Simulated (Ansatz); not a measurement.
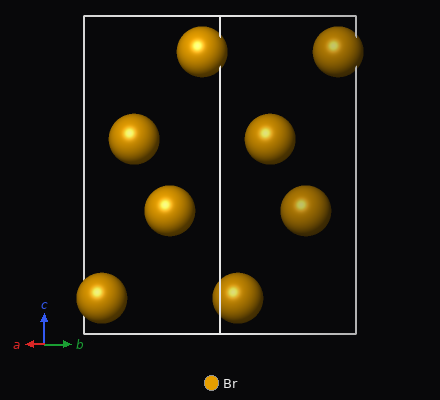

The structure, seen along [110]; the drawing may span several cells.

Structure (in its standard cell), the input geometry of an electronic-structure calculation (not necessarily at equilibrium):

```cif
data_structure
_symmetry_space_group_name_H-M 'Cmce'
_symmetry_Int_Tables_number 64
_cell_length_a 7.4509
_cell_length_b 4.3981
_cell_length_c 8.8546
_cell_angle_alpha 90.000
_cell_angle_beta 90.000
_cell_angle_gamma 90.000
_cell_volume 290.16
loop_
_atom_site_label
_atom_site_type_symbol
_atom_site_symmetry_multiplicity
_atom_site_Wyckoff_symbol
_atom_site_fract_x
_atom_site_fract_y
_atom_site_fract_z
_atom_site_occupancy
Br1 Br 8 f 0.50000 0.63125 0.11266 1
```

Question: What does the kinematic electron diffraction pattern along [110] look like at 80 kV (B = 0.5 Å²)?

Answer: The spots form a rectangular net whose two shortest vectors correspond to d = 8.85 Å and 3.79 Å, 90.0° apart. They are 0 0 1 (itself extinct) and 1 -1 0 (itself extinct). The pattern has symmetry 2mm. A glide plane extinguishes reflections such as 1 -1 0, 3 -3 0; a screw axis and a glide plane both extinguish reflections such as 0 0 1, 0 0 3, 0 0 5; reflections such as 2 -2 -2, 2 -2 2 are allowed but too weak to see at this display level.

Strongest reflections with d > 1.11 Å, one of each family (|F|² from tabulated Gaussian fits of the electron scattering factors, times a small damping for the curvature of the Ewald sphere):

```csv
hkl,d (Å),I (strongest = 100)
0 0 4,2.214,100
1 -1 2,2.878,88
1 -1 1,3.482,56
2 -2 3,1.594,39
2 -2 1,1.852,32
1 -1 5,1.604,21
```

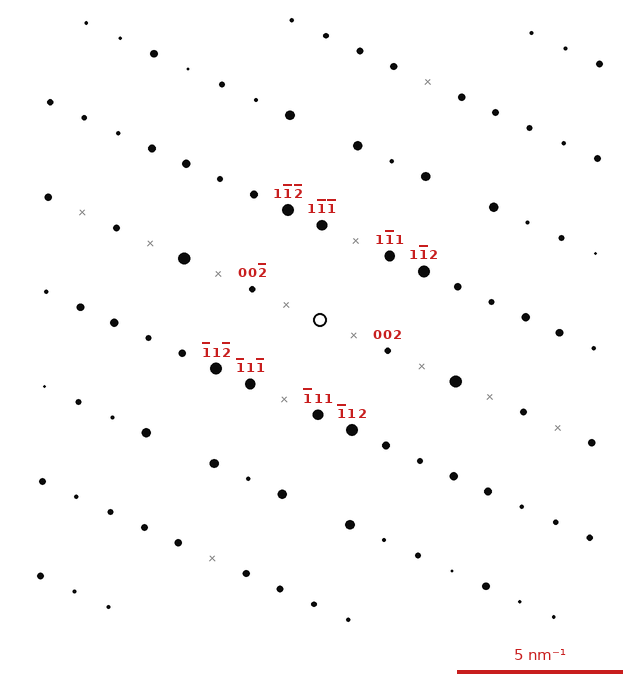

Calculated pattern, seen from the source side with [110] pointing towards the source; crosses mark the places of extinct reflections.
